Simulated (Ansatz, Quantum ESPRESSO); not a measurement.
# Si3Os (Pm-3m): zone-centre phonons, part 2 of 3

Which modes does Si3Os (Pm-3m) have at the zone centre?

Quantum ESPRESSO 7.5; DFT LDA, scalar-relativistic, plane waves, JTH PAW pseudopotentials.

So far. Step 2 (A probe with smearing): No gap opens on this mesh, so smearing is kept; the start stands at -13 GPa. Step 4 (Ground state): The cell stands at -0.026 GPa, close enough for phonons. The relaxed cell has a = 3.733 Å (conventional setting).

The structure was built from a prototype and need not be the compound's stable phase.

### 5. Zone-centre response

At q = 0 one unit cell holds all displacements; symmetry groups them into irreducible representations that are solved one by one. With smeared occupations no response to a homogeneous field can be asked.

Input file ph.in:

```
phonons
 &inputph
    prefix='x',
    outdir='./tmp',
    fildyn='g.dyn',
    tr2_ph=1.0d-18,
    alpha_mix(1)=0.4,
    nmix_ph=8,
 /
0.000000000000 0.000000000000 0.000000000000
```

Run with:

```console
OMP_NUM_THREADS=1 mpirun -n 4 ph.x -nk 4 -in ph.in > ph.out
```

Log:

```text
[banners, grids, parts of the stress and lines that vanish by symmetry left out]
[banner, memory and clock lines left out]
Program PHONON v.7.5

     ./tmp/x.save/

     file Os.upf: wavefunction(s)  6S 0S 0P 0P 5D 0D renormalized
     file Si.upf: wavefunction(s)  0S 0P renormalized

     IMPORTANT: XC functional enforced from input :
     Exchange-correlation= PW
                           (   1   4   0   0   0   0   0)
     Any further DFT definition will be discarded
     Please, verify this is what you really want

     G-vector sticks info

     Check: negative core charge=   -0.000004

     negative rho (up, down):  1.964E-02 0.000E+00
     Reading collected, re-writing distributed wavefunctions in ./tmp/

     Number and degeneracy of irreps per q-point
       N         xq(1)         xq(2)         xq(3)   N irreps
       1   0.000000000   0.000000000   0.000000000       4
        3   3   3   3

     Calculation of q =    0.0000000   0.0000000   0.0000000

     phonons

     bravais-lattice index     =            1
     lattice parameter (alat)  =       7.0534  a.u.
     unit-cell volume          =     350.9162 (a.u.)^3
     number of atoms/cell      =            4
     number of atomic types    =            2
     kinetic-energy cut-off    =      40.0000  Ry
     charge density cut-off    =     200.0000  Ry
     convergence threshold     =      1.0E-18
     beta                      =       0.4000
     number of iterations used =            8
     Exchange-correlation= PW
                           (   1   4   0   0   0   0   0)

     celldm(1)=    7.05344  celldm(2)=    0.00000  celldm(3)=    0.00000
     celldm(4)=    0.00000  celldm(5)=    0.00000  celldm(6)=    0.00000

     crystal axes: (cart. coord. in units of alat)
               a(1) = (  1.0000  0.0000  0.0000 )
               a(2) = (  0.0000  1.0000  0.0000 )
               a(3) = (  0.0000  0.0000  1.0000 )

     reciprocal axes: (cart. coord. in units 2 pi/alat)
               b(1) = (  1.0000  0.0000  0.0000 )
               b(2) = (  0.0000  1.0000  0.0000 )
               b(3) = (  0.0000  0.0000  1.0000 )

     Atoms inside the unit cell:

     Cartesian axes

     site n.  atom      mass           positions (alat units)
        1  Os    190.2300   tau(    1) = (    0.00000    0.00000    0.00000  )
        2  Si     28.0850   tau(    2) = (    0.00000    0.50000    0.50000  )
        3  Si     28.0850   tau(    3) = (    0.50000    0.00000    0.50000  )
        4  Si     28.0850   tau(    4) = (    0.50000    0.50000    0.00000  )

     Computing dynamical matrix for
                    q = (   0.0000000   0.0000000   0.0000000 )

     49 Sym.Ops. (with q -> -q+G )

     G cutoff =  252.0418  (  16831 G-vectors)     FFT grid: ( 32, 32, 32)
     G cutoff =  201.6334  (  11981 G-vectors)  smooth grid: ( 30, 30, 30)

     number of k points=    56  Marzari-Vanderbilt smearing, width (Ry)=  0.0200
                       cart. coord. in units 2pi/alat
        k(    1) = (   0.0000000   0.0000000   0.0000000), wk =   0.0020000
        k(    2) = (   0.0000000   0.0000000   0.1000000), wk =   0.0120000
        k(    3) = (   0.0000000   0.0000000   0.2000000), wk =   0.0120000
        [... further k-points left out ...]

     PseudoPot. # 1 for Os read from file:
     ./pseudo/Os.upf
     Pseudo is Projector augmented-wave + core cor, Zval =  8.0
     Shape of augmentation charge: SINC**2
     Using radial grid of 1124 points,  6 beta functions with:
                l(1) =   0
                l(2) =   0
                l(3) =   1
                l(4) =   1
                l(5) =   2
                l(6) =   2
     Q(r) pseudized with 0 coefficients

     PseudoPot. # 2 for Si read from file:
     ./pseudo/Si.upf
     Pseudo is Projector augmented-wave + core cor, Zval =  4.0
     Shape of augmentation charge: BESSEL
     Using radial grid of  988 points,  4 beta functions with:
                l(1) =   0
                l(2) =   0
                l(3) =   1
                l(4) =   1
     Q(r) pseudized with 0 coefficients

     Mode symmetry, O_h (m-3m)  point group:

     Atomic displacements:
     There are    4 irreducible representations

     Representation     1      3 modes -  To be done

     Representation     2      3 modes -  To be done

     Representation     3      3 modes -  To be done

     Representation     4      3 modes -  To be done

     Alpha used in Ewald sum =   2.0000

     negative rho (up, down):  1.964E-02 0.000E+00

     Representation #   1 modes #   1   2   3

     Self-consistent Calculation
      iter #   1   av.it.:   5.8
      thresh= 1.000E-02 alpha_mix =  0.400 |ddv_scf|^2 =  3.149E-07
      iter #   2   av.it.:  14.8
      thresh= 5.612E-05 alpha_mix =  0.400 |ddv_scf|^2 =  3.809E-09
      iter #   3   av.it.:  14.0
      thresh= 6.172E-06 alpha_mix =  0.400 |ddv_scf|^2 =  1.231E-09
      iter #   4   av.it.:  14.9
      thresh= 3.508E-06 alpha_mix =  0.400 |ddv_scf|^2 =  6.927E-12
      iter #   5   av.it.:  15.6
      thresh= 2.632E-07 alpha_mix =  0.400 |ddv_scf|^2 =  9.432E-14
      iter #   6   av.it.:  14.9
      thresh= 3.071E-08 alpha_mix =  0.400 |ddv_scf|^2 =  1.628E-14
      iter #   7   av.it.:  15.0
      thresh= 1.276E-08 alpha_mix =  0.400 |ddv_scf|^2 =  3.716E-16
      iter #   8   av.it.:  15.4
      thresh= 1.928E-09 alpha_mix =  0.400 |ddv_scf|^2 =  7.131E-18
      iter #   9   av.it.:  15.0
      thresh= 2.670E-10 alpha_mix =  0.400 |ddv_scf|^2 =  1.390E-19

     End of self-consistent calculation

     Convergence has been achieved

     Representation #   2 modes #   4   5   6

     Self-consistent Calculation
      iter #   1   av.it.:   4.7
      thresh= 1.000E-02 alpha_mix =  0.400 |ddv_scf|^2 =  6.971E-08
      iter #   2   av.it.:  14.0
      thresh= 2.640E-05 alpha_mix =  0.400 |ddv_scf|^2 =  3.723E-09
      iter #   3   av.it.:  13.5
      thresh= 6.102E-06 alpha_mix =  0.400 |ddv_scf|^2 =  1.076E-09
      iter #   4   av.it.:  14.3
      thresh= 3.280E-06 alpha_mix =  0.400 |ddv_scf|^2 =  1.414E-11
      iter #   5   av.it.:  14.7
      thresh= 3.760E-07 alpha_mix =  0.400 |ddv_scf|^2 =  2.969E-13
[...]
End of self-consistent calculation

     Convergence has been achieved

     Representation #   3 modes #   7   8   9

     Self-consistent Calculation
[...]
End of self-consistent calculation

     Convergence has been achieved

     Representation #   4 modes #  10  11  12

     Self-consistent Calculation
[...]
iter #   2   av.it.:  14.0
      thresh= 1.117E-05 alpha_mix =  0.400 |ddv_scf|^2 =  3.746E-09
      iter #   3   av.it.:  14.6
      thresh= 6.120E-06 alpha_mix =  0.400 |ddv_scf|^2 =  1.088E-10
      iter #   4   av.it.:  14.6
      thresh= 1.043E-06 alpha_mix =  0.400 |ddv_scf|^2 =  7.678E-13
      iter #   5   av.it.:  13.7
      thresh= 8.762E-08 alpha_mix =  0.400 |ddv_scf|^2 =  2.521E-13
      iter #   6   av.it.:  14.7
      thresh= 5.021E-08 alpha_mix =  0.400 |ddv_scf|^2 =  3.156E-16
      iter #   7   av.it.:  14.6
      thresh= 1.776E-09 alpha_mix =  0.400 |ddv_scf|^2 =  2.908E-17
      iter #   8   av.it.:  14.5
      thresh= 5.393E-10 alpha_mix =  0.400 |ddv_scf|^2 =  7.036E-20

     End of self-consistent calculation

     Convergence has been achieved

     Number of q in the star =    1
     List of q in the star:
          1   0.000000000   0.000000000   0.000000000

     Diagonalizing the dynamical matrix

     q = (    0.000000000   0.000000000   0.000000000 )

 **************************************************************************
     freq (    1) =      -3.776760 [THz] =    -125.979138 [cm-1]
     freq (    2) =      -3.776760 [THz] =    -125.979138 [cm-1]
     freq (    3) =      -3.776760 [THz] =    -125.979138 [cm-1]
     freq (    4) =      -0.107195 [THz] =      -3.575628 [cm-1]
     freq (    5) =      -0.107195 [THz] =      -3.575628 [cm-1]
     freq (    6) =      -0.107195 [THz] =      -3.575628 [cm-1]
     freq (    7) =       4.106599 [THz] =     136.981395 [cm-1]
     freq (    8) =       4.106599 [THz] =     136.981395 [cm-1]
     freq (    9) =       4.106599 [THz] =     136.981395 [cm-1]
     freq (   10) =       8.949041 [THz] =     298.507870 [cm-1]
     freq (   11) =       8.949041 [THz] =     298.507870 [cm-1]
     freq (   12) =       8.949041 [THz] =     298.507870 [cm-1]
 **************************************************************************

     Mode symmetry, O_h (m-3m)  point group:

     freq (   1-   3) =       -126.0  [cm-1]   --> T_1u G_15  G_4- I
     freq (   4-   6) =         -3.6  [cm-1]   --> T_1u G_15  G_4- I
     freq (   7-   9) =        137.0  [cm-1]   --> T_2u G_25  G_5-
     freq (  10-  12) =        298.5  [cm-1]   --> T_1u G_15  G_4- I
```

Elapsed: 84 s, on 4 MPI ranks of Intel Xeon 6975P-C (Granite Rapids), shared host; 5.6 min of CPU time.

Read from the output:

```yaml
largest_acoustic_frequency_at_the_zone_centre_before_the_sum_rule: -3.58 cm⁻¹
highest_optical_zone_centre_mode_no_lo_to_term: 298.5 cm⁻¹
lowest_optical_zone_centre_mode: -126.0 cm⁻¹
```

The acoustic modes at Γ come out as far as 3.6 cm⁻¹ from zero, where they should vanish, a small numerical error. The lowest optical mode is imaginary, 126i cm⁻¹, an instability at this level and on this k mesh.

### 6. Modes with the sum rule

A rigid shift of the crystal must cost nothing, but grids and finite bases break this; the acoustic sum rule is imposed before the matrix is diagonalised again.

Input file dynmat.in:

```
 &input
    fildyn='g.dyn',
    asr='simple',
    fileig='dynmat.eig',
 /
```

Run with:

```console
dynmat.x -in dynmat.in > dynmat.out
```

Log:

```text
[banner, memory and clock lines left out]
Program DYNMAT v.7.5

     Reading Dynamical Matrix from file g.dyn
     ...Force constants read
     ...epsilon and Z* not read (not found on file)
     A direction for q was not specified:TO-LO splitting will be absent

     Polarizability (A^3 units)
     multiply by 1.000000 for Clausius-Mossotti correction
         0.000000    0.000000    0.000000
         0.000000    0.000000    0.000000
         0.000000    0.000000    0.000000

     IR activities are in (D/A)^2/amu units

# mode   [cm-1]    [THz]      IR
    1   -125.85   -3.7730    0.0000
    2   -125.85   -3.7730    0.0000
    3   -125.85   -3.7730    0.0000
    4     -0.00   -0.0000    0.0000
    5      0.00    0.0000    0.0000
    6      0.00    0.0000    0.0000
    7    137.13    4.1111    0.0000
    8    137.13    4.1111    0.0000
    9    137.13    4.1111    0.0000
   10    298.58    8.9511    0.0000
   11    298.58    8.9511    0.0000
   12    298.58    8.9511    0.0000

[end of the log left out, with the tail of the file of modes that dynmat.x writes under the same name]
```

Elapsed: 0.66 s, on 1 thread.

Read from the output:

```yaml
highest_optical_zone_centre_mode_no_lo_to_term: 298.6 cm⁻¹
lowest_optical_zone_centre_mode: -125.8 cm⁻¹
```

Unit eigenvectors of the mass-weighted matrix after the sum rule; no LO-TO term. The modes at Γ (shares of kinetic energy by element, %) (negative means imaginary):

```
mode  frequency (cm⁻¹)  Os %  Si %
   1            -125.8    27    73
   2            -125.8    27    73
   3            -125.8    27    73
   4               0.0    69    31
   5               0.0    69    31
   6               0.0    69    31
   7             137.1     0   100
   8             137.1     0   100
   9             137.1     0   100
  10             298.6     4    96
  11             298.6     4    96
  12             298.6     4    96
```

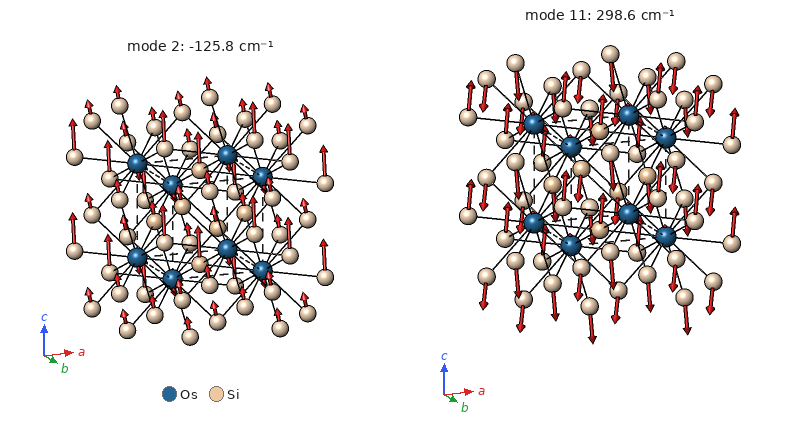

Displacement patterns of modes 2 and 11 at Γ; arrows are exaggerated. Some periodic images of atoms are drawn too.

The rule moves no optical mode by more than 0.2 cm⁻¹.

### 7. Sum rules set otherwise (asr crystal)

The rule can be imposed in more than one way; the choices should agree where the raw error is small.

Input file dynmat.in:

```
 &input
    fildyn='g.dyn',
    asr='crystal',
    fileig='dynmat.eig',
 /
```

Run with:

```console
dynmat.x -in dynmat.in > dynmat.out
```

Log:

```text
[banner, memory and clock lines left out]
Program DYNMAT v.7.5

     Reading Dynamical Matrix from file g.dyn
     ...Force constants read
     ...epsilon and Z* not read (not found on file)
     Acoustic Sum Rule: || Z*(ASR) - Z*(orig)|| =    0.000000E+00
     Acoustic Sum Rule: ||dyn(ASR) - dyn(orig)||=    1.493792E-04
     A direction for q was not specified:TO-LO splitting will be absent

     Polarizability (A^3 units)
     multiply by 1.000000 for Clausius-Mossotti correction
         0.000000    0.000000    0.000000
         0.000000    0.000000    0.000000
         0.000000    0.000000    0.000000

     IR activities are in (D/A)^2/amu units

# mode   [cm-1]    [THz]      IR
    1   -125.89   -3.7740    0.0000
    2   -125.89   -3.7740    0.0000
    3   -125.89   -3.7740    0.0000
    4     -0.00   -0.0000    0.0000
    5     -0.00   -0.0000    0.0000
    6      0.00    0.0000    0.0000
    7    136.98    4.1066    0.0000
    8    136.98    4.1066    0.0000
    9    136.98    4.1066    0.0000
   10    298.51    8.9492    0.0000
   11    298.51    8.9492    0.0000
   12    298.51    8.9492    0.0000

[end of the log left out, with the tail of the file of modes that dynmat.x writes under the same name]
```

It took 0.65 s on 1 thread.

Read from the output:

```yaml
highest_optical_zone_centre_mode_no_lo_to_term: 298.5 cm⁻¹
lowest_optical_zone_centre_mode: -125.9 cm⁻¹
```

Zone-centre frequencies as printed; negative means imaginary. Modes:

```
mode  frequency (cm⁻¹)
   1            -125.9
   2            -125.9
   3            -125.9
   4                 0
   5                 0
   6                 0
   7               137
   8               137
   9               137
  10             298.5
  11             298.5
  12             298.5
```

Against the first rule no mode moves by more than 0.2 cm⁻¹.

### 8. Sum rules set otherwise (asr no)

Without the rule the raw error of the acoustic modes shows.

Input file dynmat.in:

```
 &input
    fildyn='g.dyn',
    asr='no',
    fileig='dynmat.eig',
 /
```

Run with:

```console
dynmat.x -in dynmat.in > dynmat.out
```

Log:

```text
[banner, memory and clock lines left out]
Program DYNMAT v.7.5

     Reading Dynamical Matrix from file g.dyn
     ...Force constants read
     ...epsilon and Z* not read (not found on file)
     A direction for q was not specified:TO-LO splitting will be absent

     Polarizability (A^3 units)
     multiply by 1.000000 for Clausius-Mossotti correction
         0.000000    0.000000    0.000000
         0.000000    0.000000    0.000000
         0.000000    0.000000    0.000000

     IR activities are in (D/A)^2/amu units

# mode   [cm-1]    [THz]      IR
    1   -125.98   -3.7768    0.0000
    2   -125.98   -3.7768    0.0000
    3   -125.98   -3.7768    0.0000
    4     -3.58   -0.1072    0.0000
    5     -3.58   -0.1072    0.0000
    6     -3.58   -0.1072    0.0000
    7    136.98    4.1066    0.0000
    8    136.98    4.1066    0.0000
    9    136.98    4.1066    0.0000
   10    298.51    8.9490    0.0000
   11    298.51    8.9490    0.0000
   12    298.51    8.9490    0.0000

[end of the log left out, with the tail of the file of modes that dynmat.x writes under the same name]
```

Elapsed: 0.64 s, on 1 thread.

This step gave:

* lowest optical zone-centre mode: -126.0 cm⁻¹

Zone-centre frequencies as printed; negative means imaginary. Modes:

```
mode  frequency (cm⁻¹)
   1              -126
   2              -126
   3              -126
   4             -3.58
   5             -3.58
   6             -3.58
   7               137
   8               137
   9               137
  10             298.5
  11             298.5
  12             298.5
```

Against the first rule no mode moves by more than 3.6 cm⁻¹.

(Continued in part 3 of 3.)

[Host names and launcher messages were left out of these logs when they were recorded.]

[Logs are printed without paths, hosts, clocks, repeated set-up lines and the standing remarks that a program may print on its own settings, such as how far it seeks lower states.]

[Hosts, paths, dates, database ids (printed as entryN), source tags and the programs' standing remarks are cut or masked in the printed files.]
